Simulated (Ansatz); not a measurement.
## Localised basis functions on Pd-Au Mackay icosahedron of 55 atoms (random alloy)

Aim: test how closely localised support functions follow the reference on Pd-Au Mackay icosahedron of 55 atoms (random alloy), and at what cost. A setting counts as converged where the r.m.s. difference of forces stays under 1 % of the r.m.s. force.

Method: Kohn-Sham DFT, PBE, PAW (set soft_2, large core), plane waves, in Ansatz 0.2.0.

### Step 1. The structure

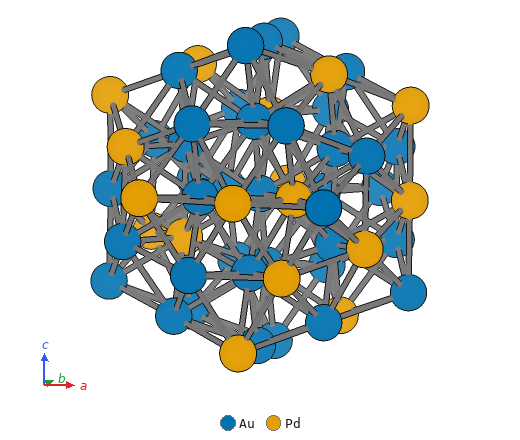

The cell as given, from a free direction (gold blue, palladium orange).

The cell holds 55 atoms: 38 Au and 17 Pd. Cell: a = 18.359 Å, b = 18.359 Å, c = 18.359 Å, α = 90.0°, β = 90.0°, γ = 90.0°. It derives from Pd and Au. Mackay icosahedron of 55 atoms at a = 3.89 Å, 9 Å of vacuum, 38 atoms Au at random; every coordinate displaced by a Gaussian of 0.03 Å. Vacuum lies along a, b and c.

What the set-up can't give: The host structure and its lattice constant were typed by rule, without a check against the phase diagram. Beside vacuum, support functions can miss their usual error bounds without a warning. The main run has no spin polarisation, so any moments at edges, vacancies or dangling bonds can't form in it. No spin–orbit coupling is included, so levels derived from the heavy atoms are approximate.

### Step 2. Plane-wave single point

The first run fixes the reference, at a cutoff of 420 eV.

Contents of input.yaml:

```yaml
crystal:
  lattice:
    - [18.35935, 0.0, 0.0]
    - [0.0, 18.35935, 0.0]
    - [0.0, 0.0, 18.35935]
  atoms:
    - { symbol: Au, position: [0.49912, 0.50344, 0.49955] }
    - { symbol: Au, position: [0.62591, 0.50006, 0.41929] }
    - { symbol: Au, position: [0.62566, 0.50071, 0.58004] }
    - { symbol: Pd, position: [0.37285, 0.49722, 0.4226] }
    - { symbol: Au, position: [0.37038, 0.50499, 0.57788] }
    - { symbol: Au, position: [0.42143, 0.62688, 0.49831] }
    - { symbol: Au, position: [0.58133, 0.62857, 0.49745] }
    - { symbol: Au, position: [0.42148, 0.37115, 0.4992] }
    - { symbol: Pd, position: [0.58107, 0.37239, 0.50118] }
    - { symbol: Au, position: [0.50196, 0.4192, 0.62646] }
    - { symbol: Pd, position: [0.4987, 0.57933, 0.62628] }
    - { symbol: Au, position: [0.49994, 0.41933, 0.3715] }
    - { symbol: Au, position: [0.49892, 0.5799, 0.37458] }
    - { symbol: Au, position: [0.75641, 0.49909, 0.3432] }
    - { symbol: Pd, position: [0.75421, 0.50187, 0.49732] }
    - { symbol: Pd, position: [0.75207, 0.50036, 0.65669] }
    - { symbol: Au, position: [0.24635, 0.50071, 0.34382] }
    - { symbol: Au, position: [0.24619, 0.50021, 0.49893] }
    - { symbol: Pd, position: [0.24075, 0.49916, 0.65574] }
    - { symbol: Au, position: [0.34107, 0.7557, 0.50174] }
    - { symbol: Pd, position: [0.49847, 0.75506, 0.50019] }
    - { symbol: Au, position: [0.65618, 0.75163, 0.49981] }
    - { symbol: Pd, position: [0.3417, 0.24479, 0.50272] }
    - { symbol: Pd, position: [0.5014, 0.24496, 0.49932] }
    - { symbol: Au, position: [0.65622, 0.24222, 0.49794] }
    - { symbol: Au, position: [0.49858, 0.34044, 0.75822] }
    - { symbol: Au, position: [0.5005, 0.49904, 0.75539] }
    - { symbol: Au, position: [0.49985, 0.65508, 0.75371] }
    - { symbol: Pd, position: [0.4986, 0.3405, 0.24186] }
    - { symbol: Au, position: [0.50117, 0.50121, 0.24517] }
    - { symbol: Au, position: [0.50022, 0.65837, 0.24346] }
    - { symbol: Pd, position: [0.62652, 0.42217, 0.70946] }
    - { symbol: Au, position: [0.62705, 0.57877, 0.70393] }
    - { symbol: Au, position: [0.62788, 0.42099, 0.29317] }
    - { symbol: Pd, position: [0.62583, 0.5785, 0.29528] }
    - { symbol: Au, position: [0.37122, 0.42341, 0.70653] }
    - { symbol: Pd, position: [0.37418, 0.57771, 0.70747] }
    - { symbol: Au, position: [0.3729, 0.41954, 0.29472] }
    - { symbol: Au, position: [0.37163, 0.57627, 0.29369] }
    - { symbol: Au, position: [0.70923, 0.6277, 0.42237] }
    - { symbol: Au, position: [0.70698, 0.62519, 0.57841] }
    - { symbol: Pd, position: [0.29255, 0.62704, 0.42151] }
    - { symbol: Au, position: [0.29437, 0.62715, 0.57607] }
    - { symbol: Pd, position: [0.70329, 0.37418, 0.42187] }
    - { symbol: Au, position: [0.70313, 0.37249, 0.57821] }
    - { symbol: Au, position: [0.29214, 0.36994, 0.42006] }
    - { symbol: Pd, position: [0.29296, 0.37147, 0.57871] }
    - { symbol: Au, position: [0.42276, 0.70871, 0.62773] }
    - { symbol: Au, position: [0.57741, 0.70645, 0.63079] }
    - { symbol: Au, position: [0.41931, 0.29569, 0.62682] }
    - { symbol: Au, position: [0.57982, 0.29194, 0.62974] }
    - { symbol: Au, position: [0.42316, 0.70591, 0.37244] }
    - { symbol: Au, position: [0.57856, 0.70377, 0.37054] }
    - { symbol: Au, position: [0.42017, 0.29122, 0.37294] }
    - { symbol: Pd, position: [0.57818, 0.29424, 0.3733] }
kpoints:
  mp_grid: { grid: [1, 1, 1] }
hamiltonian:
  xc: pbe
  pseudopotentials: { kind: paw, core: large }
scf:
  occupations: { method: cold, width: 0.15 }
output:
  forces: true
  populations: true
  dos:
    method: { smearing: { sigma: 0.15 } }
    de: 0.1
    projected: { site_lists: { Au: [Au], Pd: [Pd] } }
  eigenvalues: true
  write_density: true
  write_potential: true
  volumetric_format: npy
  elf: true
```

Run with:

```sh
$ ansatz run input.yaml --threads 8 --pin off --max-ram 15872MiB --backend cpu --events-out ev --progress --plain --runs-dir out
```

Numbers of over 12 decimals in the logs are rounded to 6 here.

The log of the run:

```text
Engine: ansatz 0.2.0, aarch64-unknown-linux-gnu
Pseudopotentials: kind: paw
Pseudopotential: Au, paw, valence charge 11, recommended cutoff 420 eV (normal), Au.paw.azcp#standard-large-core
Pseudopotential: Pd, paw, valence charge 18, recommended cutoff 420 eV (normal), Pd.paw.azcp
[... 5 lines on functional and potentials left out ...]
Crystal: 55 atoms, lattice volume = 6188.308 Å³
Basis set: ecut = 420 eV, 121265 PW (Γ), exchange–correlation on 250×250×250 points (8 copies of the dense FFT grid, shifted against one another)
Bands: 435, of which v1, the nominal top of the filled ones, is band 362 counted from 1 (361 counted from 0)
Symmetry: 1 space group operations
Space group: P1 (ITA 1), of the structure as read, at distance tolerance 1.8e-4 Å
k-points: 1
[... 5 lines on functional and potentials left out ...]
Initial density: superposition of atomic densities (neutral atoms: chi_scale 0, normalization atom)
Initial wavefunctions: pseudopotential atomic-orbital guess
Functional: x = pbe(κ = 0.804, μ = 0.219515), c = pbe(β = 0.066725)
SCF iter   1: F=—  HF=-521350.109315 eV  |F-HF|=—  |Δ(HF+E_count)|=         —  Δρ=4.92e-2  dr2=2.62e2  ethr=3.10e-3  ⟨swp⟩=12.0  Hψ=2685  notcnv=0
preconditioner: auto → LDOS  [metal: Δε(μ)=0.042 eV  Ē_g=5.753 eV  σ=0.150 eV  W_gap=0.19  n_scr=738 (ndim 8)  ℏωp=11.4 eV  f_vac=0.774  D(μ)=80.20/eV (n_scr^D=388)  β→1.0]
SCF iter   2: F=—  HF=-521341.643423 eV  |F-HF|=—  |Δ(HF+E_count)|=    8.47e0  S|Δr|=    0.00e0  Δρ=3.75e-2  dr2=8.33e1  ethr=3.10e-3  ⟨swp⟩=3.0  Hψ=1147  notcnv=0  defer=56
SCF iter   3: F=—  HF=-521320.592526 eV  |F-HF|=—  |Δ(HF+E_count)|=    2.11e1  S|Δr|=    0.00e0  Δρ=9.01e-3  dr2=5.12e0  ethr=3.10e-3  ⟨swp⟩=2.0  Hψ=873  notcnv=0  defer=63
SCF iter   4: F=—  HF=-521320.549961 eV  |F-HF|=—  |Δ(HF+E_count)|=   4.26e-2  S|Δr|=    0.00e0  Δρ=4.82e-3  dr2=3.59e0  ethr=7.07e-4  ⟨swp⟩=2.0  Hψ=851  notcnv=0  defer=62
SCF iter   5: F=—  HF=-521320.518330 eV  |F-HF|=—  |Δ(HF+E_count)|=   3.16e-2  S|Δr|=    0.00e0  Δρ=2.32e-3  dr2=7.76e-1  ethr=4.96e-4  ⟨swp⟩=1.0  Hψ=373  notcnv=0  defer=62
SCF iter   6: F=—  HF=-521320.497462 eV  |F-HF|=—  |Δ(HF+E_count)|=   2.09e-2  S|Δr|=    0.00e0  Δρ=1.06e-3  dr2=1.42e-1  ethr=1.07e-4  ⟨swp⟩=2.0  Hψ=440  notcnv=0  defer=62
SCF iter   7: F=—  HF=-521320.501847 eV  |F-HF|=—  |Δ(HF+E_count)|=   4.39e-3  S|Δr|=    0.00e0  Δρ=7.13e-4  dr2=6.33e-2  ethr=1.97e-5  ⟨swp⟩=2.0  Hψ=717  notcnv=0  defer=62
SCF iter   8: F=—  HF=-521320.503237 eV  |F-HF|=—  |Δ(HF+E_count)|=   1.39e-3  S|Δr|=    0.00e0  Δρ=5.07e-4  dr2=2.75e-2  ethr=8.74e-6  ⟨swp⟩=2.0  Hψ=713  notcnv=0  defer=62
SCF iter   9: F=—  HF=-521320.506509 eV  |F-HF|=—  |Δ(HF+E_count)|=   3.27e-3  S|Δr|=    0.00e0  Δρ=3.33e-4  dr2=1.28e-2  ethr=3.79e-6  ⟨swp⟩=2.0  Hψ=374  notcnv=0  defer=62
SCF iter  10: F=—  HF=-521320.507827 eV  |F-HF|=—  |Δ(HF+E_count)|=   1.32e-3  S|Δr|=    0.00e0  Δρ=2.13e-4  dr2=5.01e-3  ethr=1.77e-6  ⟨swp⟩=2.0  Hψ=374  notcnv=0  defer=62
SCF iter  11: F=—  HF=-521320.508763 eV  |F-HF|=—  |Δ(HF+E_count)|=   9.36e-4  S|Δr|=    0.00e0  Δρ=1.17e-4  dr2=1.39e-3  ethr=6.92e-7  ⟨swp⟩=2.0  Hψ=441  notcnv=0  defer=62
SCF iter  12: F=—  HF=-521320.509244 eV  |F-HF|=—  |Δ(HF+E_count)|=   4.80e-4  S|Δr|=    0.00e0  Δρ=6.56e-5  dr2=4.90e-4  ethr=1.92e-7  ⟨swp⟩=2.0  Hψ=516  notcnv=0  defer=62
SCF iter  13: F=—  HF=-521320.509306 eV  |F-HF|=—  |Δ(HF+E_count)|=   6.24e-5  S|Δr|=    0.00e0  Δρ=3.62e-5  dr2=1.28e-4  ethr=6.76e-8  ⟨swp⟩=2.0  Hψ=663  notcnv=0  defer=62
SCF iter  14: F=—  HF=-521320.509434 eV  |F-HF|=—  |Δ(HF+E_count)|=   1.28e-4  S|Δr|=    0.00e0  Δρ=2.09e-5  dr2=3.80e-5  ethr=1.77e-8  ⟨swp⟩=2.0  Hψ=669  notcnv=0  defer=62
SCF iter  15: F=—  HF=-521320.507031 eV  |F-HF|=—  |Δ(HF+E_count)|=   2.40e-3  S|Δr|=    0.00e0  Δρ=1.35e-5  dr2=1.88e-5  ethr=5.25e-9  ⟨swp⟩=3.0  Hψ=743  notcnv=0  defer=62
SCF iter  16: F=—  HF=-521320.507053 eV  |F-HF|=—  |Δ(HF+E_count)|=   2.21e-5  S|Δr|=    0.00e0  Δρ=6.23e-6  dr2=3.67e-6  ethr=2.59e-9  ⟨swp⟩=3.0  Hψ=690  notcnv=0  defer=62
SCF iter  17: F=—  HF=-521320.507068 eV  |F-HF|=—  |Δ(HF+E_count)|=   1.51e-5  S|Δr|=    0.00e0  Δρ=2.89e-6  dr2=8.46e-7  ethr=5.07e-10  ⟨swp⟩=3.0  Hψ=690  notcnv=0  defer=62
SCF iter  18: F=—  HF=-521320.507072 eV  |F-HF|=—  |Δ(HF+E_count)|=   4.07e-6  S|Δr|=    0.00e0  Δρ=1.17e-6  dr2=1.90e-7  ethr=1.17e-10  ⟨swp⟩=3.0  Hψ=815  notcnv=0  defer=62
SCF iter  19: F=-521320.507074 eV  HF=-521320.507073 eV  |F-HF|=4.32e-7  |Δ(HF+E_count)|=   9.54e-7  S|Δr|=    0.00e0  Δρ=4.98e-7  dr2=3.02e-8  ethr=1.38e-11  ⟨swp⟩=26.0  Hψ=4003  notcnv=0
SCF 1 converged in 19 iterations: F = -521320.507074 eV  dr2 = 3.02e-8
  greatest PAW one-centre occupation: 1.000 electrons in one spin orbital (limit 2), on the Pd atom at site 28 (counted from 0), in its partial waves of l = 0
WARN: The output density's exchange-correlation potential varies sharply where the density is thin. Do not read a vacuum level from v_tot or v_xc, or from such a field of the output density. On a cell that repeats whose density bears no net charge and no dipole along the vacuum's axis use v_es (v_loc + v_h of the components); [...]
SCF converged after 19 iterations
Stability not checked: this state was not tested for a lower state beside it, because cold or Methfessel-Paxton smearing, or corrected tetrahedra, fill the levels in a way that the test cannot read (fill_not_monotonic; see scf.lower_state_search)
Free energy (F): -521320.507074 eV
Harris-Foulkes:  -521320.507073 eV  (|F-HF|=4.32e-7)
Internal energy: -521320.614898 eV  (E = F + TS)
E sigma→0 (E₀):  -521320.543015 eV
Entropy (-TS):   0.107824 eV (1.960 meV/atom)
Fermi energy:    -1.775687 eV
Step filling:    the computed levels leave a gap of 0.0415 eV = 0.3 smearing widths at the electron count; against every level under it full and every level over it empty, smearing changes F+E_penalty+E_count by +11.657 meV and its σ→0 estimate by -24.284 meV
--- Per-component energies (eV) ---
  E_band       = -10781.463959
  E_kinetic    = 21902.302735
  E_local      = -533349.055382  (includes V_loc(G=0)·N_el)
  E_nonlocal   = 11954.720213
  E_hartree    = 253997.896125
  E_xc         = -14480.864257
  E_vxc        = -9023.989938  (∫ρ·V_xc dr)
  E_paw        = -428826.125541  (= ΣΔE_a)
  E_vpaw       = -10261.257093  (= ΣTr[D̂ρ^β])
  E_aug_tail   = 0.014952  (compensation charges beyond the density's cutoff)
  E_ewald      = 167480.496257
  E_smearing   = 0.107824  (= −TS)
  E_closure    = 0.000000  (closes the sum)
  Σ components = -521320.507074   (vs F -521320.507074, Δ=0.00e0)
--- Forces (eV/Å), atoms counted from 1 ---
  atom   1  Au     0.20268829    -1.25715051     0.32334978
  atom   2  Au    -0.06394284    -0.13064735     0.63393830
  atom   3  Au    -0.31115542    -0.49102849    -0.56434373
  atom   4  Pd     0.26467493     0.18023407    -0.03595762
  atom   5  Au     0.72825199    -1.13304950     0.32291785
  atom   6  Au     0.10246855     0.20969287     0.06596179
  atom   7  Au    -0.93355495    -0.54482722     0.61529110
  atom   8  Au     0.25538005     0.63195572     0.17568247
  atom   9  Pd    -0.99778588     0.27809551    -0.47644746
  atom  10  Au    -0.04236369     0.60036675    -0.29961001
  atom  11  Pd    -0.08229108    -0.31965379    -0.22108460
  atom  12  Au     0.20381704     0.09904274     0.57373906
  atom  13  Au    -0.09838424    -0.70255361    -0.29992256
  atom  14  Au    -0.23965004    -0.08645920     0.14059419
[...]
atom  54  Au    -0.00090266    -0.51905885    -0.32557365
  atom  55  Pd     0.01291253    -0.32228845     0.08259028
  max |Σ_I F_I| component: 2.76e-5 eV/Å
--- Band table (eV) ---
  k-point 0: bands = ["-85.3720", "-85.3291", "-85.3152", "-84.9104", [... 419 levels ...], "3.3715", "3.3897", "3.4243", "3.4623", "3.5187", "3.5506", "3.5639", "3.6059", "3.6186", "3.6308", "3.7085", "3.7172"]
--- Löwdin populations: 55 sites ---
  site symbol       q [e]
     0     Au     10.8202
     1     Au     10.8869
     2     Au     10.9001
[...]
54     Pd     17.5184
  spilling = 0.011834 (of n_electrons = 724.000000)
```

It took 82 s on 8 threads of Arm Neoverse V2, shared host; peak memory 7.2 GiB.

The program notes that potentials were chosen by core size and the exchange-correlation potential is rough where the density is thin.

Numbers from this run:

```yaml
free_energy: -521320.5071 eV
free_energy_per_atom: -9478.5547 eV/atom
scf_cycles: 19
r_m_s_force_component: 0.4127 eV/Å
longest_force: 1.385 eV/Å
fermi_energy: -1.776 eV
levels_partly_filled_by_over_2_per_cent: 6
spilling_of_the_projection: 0.01183
```

The r.m.s. force component of 0.41 eV/Å sets the scale for the differences below.

### Step 3. Support functions low

The cell is solved in localised support functions.

This step: Kohn-Sham DFT, PBE, PAW (set soft_2, large core), localised support functions (low) (Ansatz 0.2.0).

input.yaml, the sections that differ from step 2:

```yaml
scf:
  occupations: { method: cold, width: 0.15 }
  eigensolver: { kind: { support_functions: { accuracy: low } } }
  mixing: { beta: 0.4 }
  max_iter: 150
output:
  forces: true
  eigenvalues: true
# crystal, kpoints, hamiltonian: as in step 2
```

The log of the run:

```text
Warning: scf.eigensolver.kind.support_functions: disabling space-group detection — the functions' gradient is summed over unrotated k-points, so no spatial operation reduces the k-mesh or symmetrises the density; time reversal is kept, so that k and −k are solved as one point where they differ and the mesh holds both, and exact exchange and, on two spinor components, a DFT+U term hold to it where the run has them: [...]
settings of this run that can trade accuracy for cost: scf.eigensolver.kind.support_functions; scf.eigensolver.kind.support_functions.accuracy: low [...]
[...]
Crystal: 55 atoms, lattice volume = 6188.308 Å³
Basis set: ecut = 420 eV, 121265 PW (Γ), exchange–correlation on 250×250×250 points (8 copies of the dense FFT grid, shifted against one another)
Bands: 435, of which v1, the nominal top of the filled ones, is band 362 counted from 1 (361 counted from 0)
Symmetry: 1 space group operations
k-points: 1
[...]
SCF iter   1: F=—  HF=-521262.255670 eV  |F-HF|=—  |Δ(HF+E_count)|=         —  Δρ=2.84e-2  dr2=7.31e1  ethr=1.00e-1
[...]
SCF iter  22: F=-521320.640083 eV  HF=-521320.640098 eV  |F-HF|=1.50e-5  |Δ(HF+E_count)|=   5.87e-4  S|Δr|=    0.00e0  Δρ=9.15e-6  dr2=8.34e-6  ethr=2.03e-9
SCF 1 converged in 22 iterations: F = -521320.654328 eV  dr2 = 8.34e-6
[...]
SCF converged after 22 iterations
[...]
Free energy (F): -521320.654328 eV
[...]
Internal energy: -521320.762459 eV  (E = F + TS)
E sigma→0 (E₀):  -521320.690372 eV
Entropy (-TS):   0.108131 eV (1.966 meV/atom)
Fermi energy:    -1.776824 eV
[...]
--- Forces (eV/Å), atoms counted from 1 ---
  atom   1  Au     0.20218938    -1.25321249     0.32268403
  atom   2  Au    -0.06241625    -0.13127827     0.63203267
  atom   3  Au    -0.30945449    -0.49011052    -0.56220873
  atom   4  Pd     0.26358368     0.17953218    -0.03661637
  atom   5  Au     0.72560435    -1.13032916     0.32285248
  atom   6  Au     0.10240407     0.20958922     0.06554604
  atom   7  Au    -0.93052226    -0.54208563     0.61366807
  atom   8  Au     0.25431361     0.62943923     0.17563693
  atom   9  Pd    -0.99485231     0.27684397    -0.47568060
  atom  10  Au    -0.04169609     0.59852550    -0.29886749
  atom  11  Pd    -0.08221350    -0.31808546    -0.21997983
  atom  12  Au     0.20363337     0.09756504     0.57159069
  atom  13  Au    -0.09830626    -0.70034166    -0.29955080
  atom  14  Au    -0.24160963    -0.08652140     0.14195760
[...]
atom  54  Au    -0.00027272    -0.51620241    -0.32366413
  atom  55  Pd     0.01246524    -0.32009379     0.08362542
  max |Σ_I F_I| component: 2.40e-3 eV/Å
--- Band table (eV) ---
[...]
```

Run time: 3.1 min. Hardware: 8 threads; peak memory 6.8 GiB; 25 min of CPU time.

The program notes that the band table was not solved further than the SCF left it and it switched symmetry off.

Keys that differ from the reference: support_functions.accuracy = "low", scf.max_iter = 150 and scf.mixing.beta = 0.4.

Forces differ from the reference by 1.7 meV/Å r.m.s., 0.41 % of their size, within a tolerance of 1 %; the energy by -2.7 meV/atom. It took 3.1 min and 22 cycles; the reference's time can't be set against it, since the two runs asked for unlike analyses.

### Step 4. Support functions medium

With localised support functions most steps grow linearly with size, though the diagonalisation grows faster unless the density matrix is cut; this run measures error and cost at this size.

This step: Kohn-Sham DFT, PBE, PAW (set soft_2, large core), localised support functions (medium) (Ansatz 0.2.0).

Changes to input.yaml since step 3:

```diff
@@ -14,3 +14,3 @@
   occupations: { method: cold, width: 0.15 }
-  eigensolver: { kind: { support_functions: { accuracy: low } } }
+  eigensolver: { kind: { support_functions: { accuracy: medium } } }
   mixing: { beta: 0.4 }
```

The log of the run:

```text
[...]
Crystal: 55 atoms, lattice volume = 6188.308 Å³
Basis set: ecut = 420 eV, 121265 PW (Γ), exchange–correlation on 250×250×250 points (8 copies of the dense FFT grid, shifted against one another)
Bands: 435, of which v1, the nominal top of the filled ones, is band 362 counted from 1 (361 counted from 0)
Symmetry: 1 space group operations
k-points: 1
[...]
SCF iter   1: F=—  HF=-521261.567551 eV  |F-HF|=—  |Δ(HF+E_count)|=         —  Δρ=2.81e-2  dr2=7.08e1  ethr=1.00e-1
[...]
SCF iter  26: F=—  HF=-521320.640997 eV  |F-HF|=—  |Δ(HF+E_count)|=   2.82e-6  S|Δr|=    0.00e0  Δρ=2.62e-6  dr2=1.88e-6  ethr=3.58e-10  κ⁻¹=5.2e-3(r=4)
SCF iter  27: F=-521320.640993 eV  HF=-521320.640995 eV  |F-HF|=1.76e-6  |Δ(HF+E_count)|=   1.61e-6  S|Δr|=    0.00e0  Δρ=1.70e-6  dr2=5.80e-7  ethr=2.60e-10
SCF 1 converged in 27 iterations: F = -521320.654424 eV  dr2 = 5.80e-7
[...]
SCF converged after 27 iterations
[...]
Free energy (F): -521320.654424 eV
[...]
Internal energy: -521320.762547 eV  (E = F + TS)
E sigma→0 (E₀):  -521320.690465 eV
Entropy (-TS):   0.108123 eV (1.966 meV/atom)
Fermi energy:    -1.776291 eV
[...]
Σ components = -521320.654424   (vs F -521320.654424, Δ=0.00e0)
--- Forces (eV/Å), atoms counted from 1 ---
  atom   1  Au     0.20223024    -1.25306185     0.32260556
  atom   2  Au    -0.06254527    -0.13090490     0.63211671
  atom   3  Au    -0.30931629    -0.48976940    -0.56209502
  atom   4  Pd     0.26332145     0.17972331    -0.03666873
[...]
atom  55  Pd     0.01254644    -0.31997111     0.08393719
  max |Σ_I F_I| component: 1.85e-3 eV/Å
--- Band table (eV) ---
[...]
```

The job ended after 3.5 min (8 threads; peak memory 7.1 GiB; 28 min of CPU time).

Keys that differ from the reference: support_functions.accuracy = "medium", scf.max_iter = 150 and scf.mixing.beta = 0.4.

Forces differ from the reference by 1.7 meV/Å r.m.s., 0.42 % of their size, within a tolerance of 1 %; the energy by -2.7 meV/atom. It took 3.5 min and 27 cycles; the reference's time can't be set against it, since the two runs asked for unlike analyses.

[end of part 1 of 2]

[Logs are printed without paths, hosts, clocks, repeated set-up lines and the standing remarks that a program may print on its own settings, such as how far it seeks lower states.]

[Hosts, paths, dates, database ids (printed as entryN), source tags and the programs' standing remarks are cut or masked in the printed files.]
